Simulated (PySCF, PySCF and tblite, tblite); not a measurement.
# C₅H₅N: telling isomers apart by computed NMR

Can the signals of one isomer of C₅H₅N be assigned among several candidates?

Computed with tblite 0.8.0 (tight binding) and PySCF 2.14.0 (DFT, with response routines of our own); each step states its level. Atoms count from 0 throughout.

## 1. The molecule as given

11 atoms, charge 0, multiplicity 1; geometry from: MMFF94s geometry. This is the first candidate.

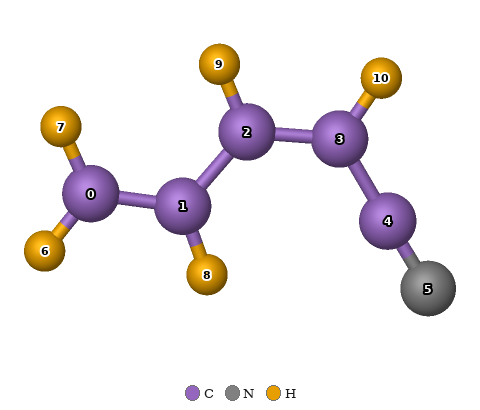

The starting geometry (carbon purple, nitrogen grey, hydrogen amber), atoms numbered.

## 2. GFN2-xTB relaxation, isomer A, conformer 1

The job: settings as JSON, then the geometry in Å.

```
{"job": {"xc": "GFN2-xTB", "basis": "xTB", "kind": "relax"}, "charge": 0, "multiplicity": 1}
C      2.030400    -0.598300     0.028800
C      0.699900    -0.467500    -0.183300
C     -0.068600     0.598200     0.400900
C     -1.397800     0.799900     0.231800
C     -2.255400    -0.045100    -0.517900
N     -2.967000    -0.720100    -1.150400
H      2.572200    -1.414900    -0.422500
H      2.593000     0.109000     0.641500
H      0.209500    -1.216200    -0.794300
H      0.460800     1.318000     1.016900
H     -1.871400     1.639600     0.722500
```

Launch:

```console
$ OMP_NUM_THREADS=1 python ens_run.py task.json out
```

The driver reads the study from task.json and runs its stages one after another.

Log:

```text
step      E/eV     max force
  0    -437.35544    2.291
  1    -437.29562    5.925
  2    -437.39734    0.722
  3    -437.40297    0.698
  4    -437.40936    0.179
  5    -437.41246    0.151
  6    -437.41444    0.167
  7    -437.41611    0.139
  8    -437.41799    0.168
  9    -437.41957    0.107
 10    -437.42031    0.060
 11    -437.42065    0.051
 12    -437.42096    0.059
 13    -437.42126    0.061
 14    -437.42151    0.045
 15    -437.42175    0.047
 16    -437.42210    0.061
 17    -437.42260    0.088
 18    -437.42312    0.072
 19    -437.42352    0.063
 20    -437.42382    0.061
 21    -437.42412    0.069
 22    -437.42441    0.069
 23    -437.42461    0.036
 24    -437.42461    0.036
 25    -437.42466    0.036
 26    -437.42472    0.056
 27    -437.42476    0.046
 28    -437.42480    0.017
 29    -437.42484    0.023
 30    -437.42490    0.039
 31    -437.42497    0.043
 32    -437.42503    0.026
 33    -437.42506    0.015
 34    -437.42508    0.018
 35    -437.42511    0.020
 36    -437.42512    0.013
 37    -437.42513    0.009
 38    -437.42514    0.012
 39    -437.42514    0.011
 40    -437.42515    0.010
 41    -437.42516    0.008
 42    -437.42516    0.010
 43    -437.42517    0.009
 44    -437.42517    0.009
 45    -437.42518    0.010
 46    -437.42519    0.007
 47    -437.42520    0.007
 48    -437.42520    0.006
 49    -437.42520    0.005
 50    -437.42521    0.005
 51    -437.42521    0.005
 52    -437.42521    0.005
 53    -437.42521    0.002
```

It took 0.24 s on 1 thread of Arm Neoverse V1, shared host.

Relaxing gained 0.070 eV and moved the atoms by 0.06 Å on average (rms).

## 3. Shieldings, isomer A, conformer 1: B97-2/pcSseg-1 in dimethylsulfoxide

The job: settings as JSON, then the geometry in Å.

```
{"job": {"xc": "B97-2", "basis": "pcSseg-1", "solvent": "dimethylsulfoxide", "kind": "nmr", "pop": true}, "charge": 0, "multiplicity": 1}
C      1.996262    -0.608708     0.012435
C      0.686363    -0.456571    -0.168554
C     -0.064613     0.625028     0.416257
C     -1.386274     0.800107     0.248304
C     -2.184854    -0.061052    -0.522689
N     -2.853690    -0.753528    -1.148304
H      2.541050    -1.422860    -0.432599
H      2.566912     0.080311     0.614392
H      0.127768    -1.156900    -0.775806
H      0.488278     1.329263     1.024417
H     -1.911776     1.627580     0.706184
```

Log:

```text
coarse grid: 9592 points
cycle   1  E = -248.0601503703  dE =  7.781e-01  |g| = 4.019e-01  |ddm| = 3.173e+00
cycle   2  E = -247.9840733135  dE =  7.608e-02  |g| = 7.191e-01  |ddm| = 9.703e-01
cycle   3  E = -248.0967520653  dE = -1.127e-01  |g| = 1.186e-01  |ddm| = 6.020e-01
cycle   4  E = -248.1001560644  dE = -3.404e-03  |g| = 2.062e-02  |ddm| = 9.690e-02
cycle   5  E = -248.1002497296  dE = -9.367e-05  |g| = 7.437e-03  |ddm| = 2.136e-02
cycle   6  E = -248.1002635171  dE = -1.379e-05  |g| = 2.179e-03  |ddm| = 7.921e-03
cycle   7  E = -248.1002646489  dE = -1.132e-06  |g| = 6.577e-04  |ddm| = 1.878e-03
final grid: 93896 points
cycle   8  E = -248.1263799454  dE = -3.942e-05  |g| = 1.815e-03  |ddm| = 3.235e-02
cycle   9  E = -248.1263796278  dE =  3.176e-07  |g| = 2.143e-03  |ddm| = 3.098e-03
cycle  10  E = -248.1263806147  dE = -9.869e-07  |g| = 6.484e-04  |ddm| = 1.876e-03
cycle  11  E = -248.1263806941  dE = -7.937e-08  |g| = 2.579e-04  |ddm| = 5.299e-04
cycle  12  E = -248.1263807067  dE = -1.258e-08  |g| = 9.553e-05  |ddm| = 2.263e-04
cycle  13  E = -248.1263807089  dE = -2.278e-09  |g| = 1.236e-05  |ddm| = 7.627e-05
cycle  14  E = -248.1263807090  dE = -3.848e-11  |g| = 2.408e-06  |ddm| = 1.285e-05
converged SCF energy = -248.1263807090

GIAO shielding tensors (ppm)
atom      isotropic    diamagn.    paramagn.     s11        s22        s33       span
  0 C       49.284     253.591    -204.307    -59.671     44.887    162.635    222.306
  1 C       47.771     256.651    -208.880    -62.560     46.435    159.437    221.996
  2 C       25.480     254.300    -228.820    -96.259     19.030    153.671    249.930
  3 C       87.984     254.111    -166.127      0.870    105.054    158.030    157.159
  4 C       63.023     260.271    -197.249    -51.167    -49.001    289.235    340.402
  5 N      -30.610     342.749    -373.359   -174.551   -137.283    220.004    394.555
  6 H       25.486      29.386      -3.900     22.904     24.961     28.592      5.687
  7 H       25.456      30.504      -5.047     22.252     25.156     28.961      6.709
  8 H       24.551      33.618      -9.067     21.408     22.802     29.442      8.033
  9 H       24.351      31.737      -7.387     21.504     23.727     27.821      6.318
 10 H       26.228      27.895      -1.667     22.824     27.407     28.452      5.628
```

Run time: 11 s. Hardware: 1 thread of Arm Neoverse V1, shared host.

Key values: HOMO -7.05 eV, LUMO -2.02 eV; dipole 5.75 D.

## 4. Single-point energy, isomer A, conformer 1: PBE0/def2-SVP in dimethylsulfoxide

Changed since step 3:

```diff
@@ -1,2 +1,2 @@
-{"job": {"xc": "B97-2", "basis": "pcSseg-1", "solvent": "dimethylsulfoxide", "kind": "nmr", "pop": true}, "charge": 0, "multiplicity": 1}
+{"job": {"xc": "PBE0", "basis": "def2-SVP", "solvent": "dimethylsulfoxide", "kind": "sp"}, "charge": 0, "multiplicity": 1}
 C      1.996262    -0.608708     0.012435
```

Log:

```text
coarse grid: 9592 points
cycle   1  E = -247.6877814077  dE =  7.640e-01  |g| = 3.828e-01  |ddm| = 3.776e+00
cycle   2  E = -247.6183322378  dE =  6.945e-02  |g| = 6.841e-01  |ddm| = 8.482e-01
cycle   3  E = -247.7225026909  dE = -1.042e-01  |g| = 9.285e-02  |ddm| = 5.195e-01
cycle   4  E = -247.7246592889  dE = -2.157e-03  |g| = 2.069e-02  |ddm| = 9.854e-02
cycle   5  E = -247.7247622908  dE = -1.030e-04  |g| = 5.781e-03  |ddm| = 2.362e-02
cycle   6  E = -247.7247710905  dE = -8.800e-06  |g| = 1.680e-03  |ddm| = 7.584e-03
final grid: 93896 points
cycle   7  E = -247.7593020051  dE = -2.020e-05  |g| = 5.826e-03  |ddm| = 3.188e-02
cycle   8  E = -247.7592998217  dE =  2.183e-06  |g| = 6.525e-03  |ddm| = 1.255e-02
cycle   9  E = -247.7593113844  dE = -1.156e-05  |g| = 1.332e-03  |ddm| = 7.087e-03
cycle  10  E = -247.7593118580  dE = -4.736e-07  |g| = 1.031e-04  |ddm| = 1.268e-03
cycle  11  E = -247.7593118599  dE = -1.873e-09  |g| = 5.968e-05  |ddm| = 1.501e-04
cycle  12  E = -247.7593118605  dE = -6.222e-10  |g| = 3.169e-05  |ddm| = 6.497e-05
cycle  13  E = -247.7593118607  dE = -2.189e-10  |g| = 5.499e-06  |ddm| = 2.538e-05
converged SCF energy = -247.7593118607
```

Wall time 4 s (1 thread of Arm Neoverse V1, shared host).

Key values: HOMO -7.21 eV, LUMO -1.87 eV; dipole 5.47 D.

## 5. Couplings, isomer A, conformer 1: B3LYP/6-31G*+pcJ-1

Changed since step 4:

```diff
@@ -1,2 +1,2 @@
-{"job": {"xc": "PBE0", "basis": "def2-SVP", "solvent": "dimethylsulfoxide", "kind": "sp"}, "charge": 0, "multiplicity": 1}
+{"job": {"xc": "B3LYP", "basis": {"default": "6-31G*", "H": "pcJ-1"}, "nuclei": ["H", "F", "P", "Si", "B"], "kind": "j"}, "charge": 0, "multiplicity": 1}
 C      1.996262    -0.608708     0.012435
```

Log:

```text
coarse grid: 9592 points
cycle   1  E = -248.2283452818  dE =  8.052e-01  |g| = 4.638e-01  |ddm| = 3.375e+00
cycle   2  E = -248.0807888311  dE =  1.476e-01  |g| = 9.302e-01  |ddm| = 1.394e+00
cycle   3  E = -248.2781186180  dE = -1.973e-01  |g| = 1.734e-01  |ddm| = 9.811e-01
cycle   4  E = -248.2856369665  dE = -7.518e-03  |g| = 2.970e-02  |ddm| = 1.699e-01
cycle   5  E = -248.2857959557  dE = -1.590e-04  |g| = 1.658e-02  |ddm| = 4.191e-02
cycle   6  E = -248.2858664280  dE = -7.047e-05  |g| = 3.542e-03  |ddm| = 1.579e-02
cycle   7  E = -248.2858695971  dE = -3.169e-06  |g| = 6.523e-04  |ddm| = 3.319e-03
final grid: 93896 points
cycle   8  E = -248.2390809470  dE = -2.492e-05  |g| = 4.767e-03  |ddm| = 2.146e-02
cycle   9  E = -248.2390816723  dE = -7.253e-07  |g| = 4.515e-03  |ddm| = 9.066e-03
cycle  10  E = -248.2390872165  dE = -5.544e-06  |g| = 7.105e-04  |ddm| = 4.396e-03
cycle  11  E = -248.2390873559  dE = -1.394e-07  |g| = 2.448e-04  |ddm| = 9.981e-04
cycle  12  E = -248.2390873680  dE = -1.212e-08  |g| = 9.491e-05  |ddm| = 2.250e-04
cycle  13  E = -248.2390873695  dE = -1.456e-09  |g| = 5.777e-05  |ddm| = 1.131e-04
cycle  14  E = -248.2390873703  dE = -7.872e-10  |g| = 5.925e-06  |ddm| = 4.829e-05
converged SCF energy = -248.2390873703

Indirect spin-spin couplings (Hz)
  i      j    bonds     total        FC       PSO       DSO        SD
  6 H    7 H    2     -0.565     0.211     2.880    -3.656         -
  6 H    8 H    3     11.485    11.944     0.216    -0.675         -
  6 H    9 H    4     -1.675    -1.010     1.114    -1.779         -
  6 H   10 H    5      1.292     1.725     0.915    -1.349         -
  7 H    8 H    3     16.596    18.172     1.725    -3.301         -
  7 H    9 H    4     -0.599    -1.041    -0.905     1.346         -
  7 H   10 H    5      0.949     1.219     0.633    -0.902         -
  8 H    9 H    3     10.581    11.720     1.878    -3.018         -
  8 H   10 H    4     -1.832    -1.167     1.187    -1.852         -
  9 H   10 H    3     12.385    12.685     0.207    -0.506         -
```

Run time: 8.3 s. Hardware: 1 thread of Arm Neoverse V1, shared host.

This run: HOMO -6.91 eV, LUMO -1.95 eV; dipole 4.09 D.

## 6. Averages, isomer A: properties at B97-2/pcSseg-1 in dimethylsulfoxide

The job: settings as JSON, then the geometry in Å.

```
{"job": {"study": "conf", "smiles": "C=C/C=C\\C#N", "search": {"seed": 2067, "n_embed": 60, "ff_keep": 14, "window": 2.5, "nmax": 6, "temps": [250, 298.15, 350], "t_ref": 298.15, "order": 0.0005}, "level": {"nmr": {"xc": "B97-2", "basis": "pcSseg-1", "solvent": "dimethylsulfoxide"}, "sp": {"xc": "PBE0", "basis": "def2-SVP", "solvent": "dimethylsulfoxide"}, "j": {"xc": "B3LYP", "basis": {"default": "6-31G*", "H": "pcJ-1"}, "nuclei": ["H", "F", "P", "Si", "B"]}}, "kind": "conf"}, "charge": 0, "multiplicity": 1}
C      1.996262    -0.608708     0.012435
C      0.686363    -0.456571    -0.168554
C     -0.064613     0.625028     0.416257
C     -1.386274     0.800107     0.248304
C     -2.184854    -0.061052    -0.522689
N     -2.853690    -0.753528    -1.148304
H      2.541050    -1.422860    -0.432599
H      2.566912     0.080311     0.614392
H      0.127768    -1.156900    -0.775806
H      0.488278     1.329263     1.024417
H     -1.911776     1.627580     0.706184
```

Log:

```text
conformer  sym    E(xTB)   E(DFT)   G(298.15 K)  weight  dipole/D
    1     Cs      0.000    0.000    0.000   1.0000    5.466

mean shielding (ppm) by class
class atoms           250 K   298.15 K      350 K
  0 C  0             49.284     49.284     49.284
  1 C  1             47.771     47.771     47.771
  2 C  2              25.48      25.48      25.48
  3 C  3             87.984     87.984     87.984
  4 C  4             63.023     63.023     63.023
  5 N  5             -30.61     -30.61     -30.61
  6 H  6             25.486     25.486     25.486
  7 H  7             25.456     25.456     25.456
  8 H  8             24.551     24.551     24.551
  9 H  9             24.351     24.351     24.351
 10 H  10            26.228     26.228     26.228
```

Run time: 24 s. Hardware: 1 thread of Arm Neoverse V1, shared host. This counts the runs that the step sums up.

The search (ETKDG, MMFF94s, GFN2-xTB) embedded 60 structures, kept 1 distinct ones after the force field and 1 after xTB; 1 was carried on (window 2.5 kcal/mol at the search's own energies). Energies: PBE0/def2-SVP in dimethylsulfoxide with D3(BJ).

The conformers at 298 K:

```
no.  group  mirror pair  ΔE xTB  ΔE DFT    ΔG  weight (%)  μ (D)  C0–C1–C2–C3 (°)      A, B, C (GHz)
  1     Cs           no    0.00    0.00  0.00       100.0   5.47              180  10.06, 2.06, 1.71
```

Energies in kcal/mol. ΔG holds xTB vibrations and rotation, symmetry numbers and mirror pairs.

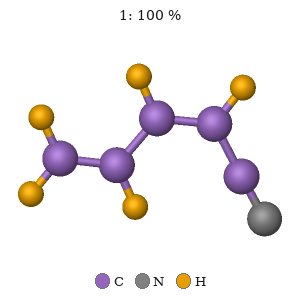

The one conformer.

Shifts against references run at the same level (¹³C TMS 187.1, ¹H TMS 31.80 ppm of shielding), by class of atoms, at 298 K:

```
atoms                         environment    average
   C2                           alkene CH      161.6
   C1                           alkene CH      139.3
   C0                terminal =CH2 carbon      137.8
   C4                      nitrile carbon      124.1
   C3                           alkene CH       99.1
   H9            hydrogen on an alkene CH       7.45
   H8            hydrogen on an alkene CH       7.25
   H7  hydrogen on a terminal =CH2 carbon       6.34
   H6  hydrogen on a terminal =CH2 carbon       6.31
  H10            hydrogen on an alkene CH       5.57
   N5                    nitrile nitrogen  -30.6 (σ)
```

Couplings (Hz, B3LYP/6-31G*+pcJ-1; one pair named for each class), from conformers that hold 100 % of the weight:

```
  pair  bonds  average
 H6–H7      2     -0.6
 H7–H8      3     16.6
H9–H10      3     12.4
 H6–H8      3     11.5
 H8–H9      3     10.6
H8–H10      4     -1.8
 H6–H9      4     -1.7
 H7–H9      4     -0.6
```

Effective distances for nuclear Overhauser effects, ⟨r⁻⁶⟩^(−1/6) over all pairs of two classes (Å): H6···H7 1.83; H9···H10 2.44; H6···H8 2.45; H7···H9 2.46; H7···H8 3.07; H8···H9 3.09; H6···H9 3.73; H8···H10 3.76.

## 7. GFN2-xTB relaxation, isomer B, conformer 1

The job: settings as JSON, then the geometry in Å.

```
{"job": {"xc": "GFN2-xTB", "basis": "xTB", "kind": "relax"}, "charge": 0, "multiplicity": 1}
C      0.571400    -0.757200    -2.004200
C     -0.213600    -0.142400    -1.104200
C      0.178100    -0.022200     0.297100
C     -0.602900     0.597100     1.198500
C     -0.208500     0.700900     2.574800
N      0.105900     0.796400     3.675900
H      1.525600    -1.187100    -1.755400
H      0.247400    -0.824600    -3.033600
H     -1.158300     0.267000    -1.409000
H      1.124000    -0.443700     0.595000
H     -1.563700     1.018500     0.939200
```

Log:

```text
step      E/eV     max force
  0    -437.38965    1.263
  1    -437.41482    1.033
  2    -437.41837    1.420
  3    -437.42582    0.545
  4    -437.42872    0.175
  5    -437.42982    0.107
  6    -437.43065    0.085
  7    -437.43114    0.076
  8    -437.43167    0.060
  9    -437.43187    0.033
 10    -437.43187    0.033
 11    -437.43191    0.027
 12    -437.43196    0.067
 13    -437.43198    0.060
 14    -437.43202    0.020
 15    -437.43206    0.018
 16    -437.43209    0.032
 17    -437.43211    0.025
 18    -437.43213    0.014
 19    -437.43214    0.011
 20    -437.43215    0.013
 21    -437.43216    0.009
 22    -437.43216    0.005
 23    -437.43216    0.005
 24    -437.43216    0.004
```

Wall time 0.09 s (1 thread of Arm Neoverse V1, shared host).

The energy fell by 0.043 eV, and the atoms moved 0.02 Å (root mean square).

## 8. Shieldings, isomer B, conformer 1: B97-2/pcSseg-1 in dimethylsulfoxide

The job: settings as JSON, then the geometry in Å.

```
{"job": {"xc": "B97-2", "basis": "pcSseg-1", "solvent": "dimethylsulfoxide", "kind": "nmr", "pop": false}, "charge": 0, "multiplicity": 1}
C      0.561490    -0.750083    -2.004719
C     -0.203154    -0.148456    -1.096265
C      0.171350    -0.021433     0.287618
C     -0.595781     0.586179     1.207110
C     -0.213002     0.700493     2.552417
N      0.094645     0.796935     3.654262
H      1.515037    -1.178855    -1.743112
H      0.262696    -0.834498    -3.035006
H     -1.157973     0.276032    -1.379274
H      1.124217    -0.444137     0.580139
H     -1.554100     1.020494     0.950866
```

Log:

```text
coarse grid: 9592 points
cycle   1  E = -248.0612204387  dE =  7.771e-01  |g| = 4.013e-01  |ddm| = 3.164e+00
cycle   2  E = -247.9865075646  dE =  7.471e-02  |g| = 7.149e-01  |ddm| = 9.961e-01
cycle   3  E = -248.0978693742  dE = -1.114e-01  |g| = 1.165e-01  |ddm| = 6.222e-01
cycle   4  E = -248.1011486903  dE = -3.279e-03  |g| = 2.014e-02  |ddm| = 9.393e-02
cycle   5  E = -248.1012369904  dE = -8.830e-05  |g| = 7.558e-03  |ddm| = 2.216e-02
cycle   6  E = -248.1012520741  dE = -1.508e-05  |g| = 1.905e-03  |ddm| = 8.370e-03
cycle   7  E = -248.1012529388  dE = -8.648e-07  |g| = 6.923e-04  |ddm| = 1.815e-03
final grid: 93896 points
cycle   8  E = -248.1276412441  dE = -3.852e-05  |g| = 2.044e-03  |ddm| = 2.909e-02
cycle   9  E = -248.1276404957  dE =  7.484e-07  |g| = 2.738e-03  |ddm| = 3.803e-03
cycle  10  E = -248.1276420367  dE = -1.541e-06  |g| = 8.803e-04  |ddm| = 2.576e-03
cycle  11  E = -248.1276422001  dE = -1.634e-07  |g| = 1.791e-04  |ddm| = 6.449e-04
cycle  12  E = -248.1276422075  dE = -7.346e-09  |g| = 2.384e-05  |ddm| = 1.451e-04
cycle  13  E = -248.1276422076  dE = -1.389e-10  |g| = 6.325e-06  |ddm| = 2.379e-05
converged SCF energy = -248.1276422076

GIAO shielding tensors (ppm)
atom      isotropic    diamagn.    paramagn.     s11        s22        s33       span
  0 C       48.981     253.923    -204.942    -58.980     43.502    162.420    221.400
  1 C       46.174     254.122    -207.948    -63.974     48.239    154.257    218.231
  2 C       24.692     254.293    -229.601    -92.806     18.679    148.203    241.009
  3 C       86.329     254.128    -167.799     -4.888    106.057    157.818    162.706
  4 C       60.678     258.588    -197.910    -55.162    -50.584    287.782    342.944
  5 N      -22.559     342.401    -364.961   -162.261   -136.651    231.234    393.494
  6 H       25.536      30.804      -5.268     22.284     25.263     29.062      6.777
  7 H       25.549      28.527      -2.979     23.125     25.146     28.376      5.252
  8 H       24.896      31.364      -6.469     22.758     23.597     28.332      5.574
  9 H       24.290      32.589      -8.299     20.417     23.620     28.833      8.416
 10 H       26.146      29.518      -3.371     23.067     26.685     28.687      5.620
```

Wall time 8.7 s (1 thread of Arm Neoverse V1, shared host).

This run: HOMO -7.02 eV, LUMO -2.03 eV; dipole 6.28 D.

## 9. Single-point energy, isomer B, conformer 1: PBE0/def2-SVP in dimethylsulfoxide

Changed since step 8:

```diff
@@ -1,2 +1,2 @@
-{"job": {"xc": "B97-2", "basis": "pcSseg-1", "solvent": "dimethylsulfoxide", "kind": "nmr", "pop": false}, "charge": 0, "multiplicity": 1}
+{"job": {"xc": "PBE0", "basis": "def2-SVP", "solvent": "dimethylsulfoxide", "kind": "sp"}, "charge": 0, "multiplicity": 1}
 C      0.561490    -0.750083    -2.004719
```

Log:

```text
coarse grid: 9592 points
cycle   1  E = -247.6883500302  dE =  7.632e-01  |g| = 3.827e-01  |ddm| = 3.741e+00
cycle   2  E = -247.6200861363  dE =  6.826e-02  |g| = 6.803e-01  |ddm| = 8.456e-01
cycle   3  E = -247.7231352586  dE = -1.030e-01  |g| = 9.139e-02  |ddm| = 5.255e-01
cycle   4  E = -247.7252210193  dE = -2.086e-03  |g| = 2.037e-02  |ddm| = 9.619e-02
cycle   5  E = -247.7253199934  dE = -9.897e-05  |g| = 5.913e-03  |ddm| = 2.404e-02
cycle   6  E = -247.7253297919  dE = -9.798e-06  |g| = 1.485e-03  |ddm| = 7.928e-03
final grid: 93896 points
cycle   7  E = -247.7601230004  dE = -1.938e-05  |g| = 5.789e-03  |ddm| = 3.278e-02
cycle   8  E = -247.7601211300  dE =  1.870e-06  |g| = 6.369e-03  |ddm| = 1.239e-02
cycle   9  E = -247.7601323522  dE = -1.122e-05  |g| = 1.277e-03  |ddm| = 7.032e-03
cycle  10  E = -247.7601327946  dE = -4.423e-07  |g| = 1.058e-04  |ddm| = 1.280e-03
cycle  11  E = -247.7601327970  dE = -2.415e-09  |g| = 3.770e-05  |ddm| = 1.472e-04
cycle  12  E = -247.7601327973  dE = -3.620e-10  |g| = 9.746e-06  |ddm| = 4.954e-05
converged SCF energy = -247.7601327973
```

Wall time 3.7 s (1 thread of Arm Neoverse V1, shared host).

This run: HOMO -7.18 eV, LUMO -1.89 eV; dipole 5.97 D.

[end of part 1 of 2]
